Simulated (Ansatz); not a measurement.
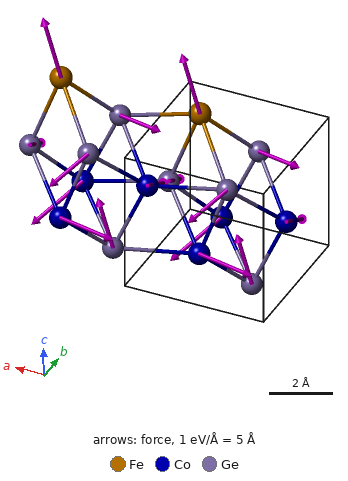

Starting geometry of solid FeCo3Ge4 (a generated structure, set up in R3) (coarse preliminary run) with the computed forces as purple arrows. Style: ball-and-stick. Shown: the cell of the calculation, repeated 2 × 1 × 1 with one cell outlined, from a free direction.

Method: Ansatz 0.2.0, DFT PBE, scalar-relativistic, plane waves, PAW. Settings: plane-wave cutoff 420 eV; k-point mesh 4 × 4 × 4; occupations gaussian; smearing width 0.1 eV; collinear spin; cell and atoms relaxed; force threshold 0.04 eV/Å; at most 70 steps.

What follows when this structure is relaxed?

Answer. It isn't relaxed: the largest force vector, on Co atoms, is 0.44 eV/Å. The final displacements follow the starting forces only in part (cosine between the two patterns 0.67). The largest moves relative to the cell, 0.031 Å, are those of Ge atoms. By element the largest moves are Ge 0.031 Å, Co 0.017 Å, Fe 0.002 Å. The volume changes by −16.3 %, with a = b = c 4.930 → 4.646 Å (−5.8 %). Some distances before and after: Co–Ge 2.566 → 2.390 Å, Fe–Ge 2.566 → 2.402 Å, Fe–Ge 2.776 → 2.615 Å, Co–Ge 2.776 → 2.629 Å. The space group stays R3 (No. 146). After 5 accepted moves (6 points after the start) the energy has fallen by 177 meV per atom. The largest force component goes from 0.43 to 0.0053 eV/Å. Pressure: −18.13 GPa at the start and 0.02 GPa at the end. The SCF was repeated once at an unchanged geometry on a basis and grid sized afresh for the cell, which shifted the energy by 1.3 meV per atom at most. The program noted that the starting moments weren't kept. Cost: 3.3 min on 4 threads of AMD EPYC (Zen 3), on a shared host, peak memory 0.72 GiB.
